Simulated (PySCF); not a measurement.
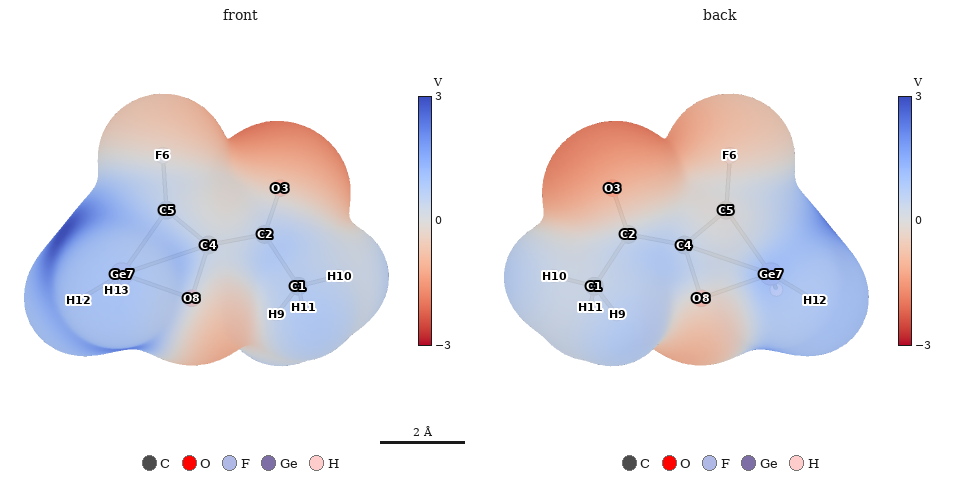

*C4H5FGeO2. The molecular electrostatic potential painted on the density surface at 0.002 e/bohr³, seen from the front and from behind; the colour scale runs from red (negative) to blue (positive).*

Geometry: GFN2-xTB.

These are results of PySCF, PBE0/def2-SVPD, SCF density, gas phase, not measurements.

Input

```
{"job": {"kind": "uv", "xc": "PBE0", "basis": "def2-SVPD", "nstates": 8, "ntriplets": 3}, "charge": 0, "multiplicity": 1}
C     -2.141447     0.485671     0.419063
C     -1.239962    -0.605317    -0.078398
O     -1.620823    -1.631717    -0.588223
C      0.199796    -0.318054     0.109449
C      1.299363    -1.031136    -0.195865
F      1.426304    -2.223844    -0.765632
Ge     2.418803     0.405860     0.536193
O      0.606088     0.862025     0.693077
H     -1.898872     1.411855    -0.098203
H     -3.181714     0.220203     0.254978
H     -1.953600     0.649125     1.478410
H      3.080086     1.437315    -0.344672
H      3.001590     0.338499     1.926320
```

Run with:

```sh
OMP_NUM_THREADS=1 python probes_run.py task.json out
```

Question: Describe the electrostatic potential map.

Answer: The most negative region (about −1.9 V) lies over O3, the most positive (about +2.8 V) over Ge7. O3 is the likeliest acceptor of a hydrogen bond.
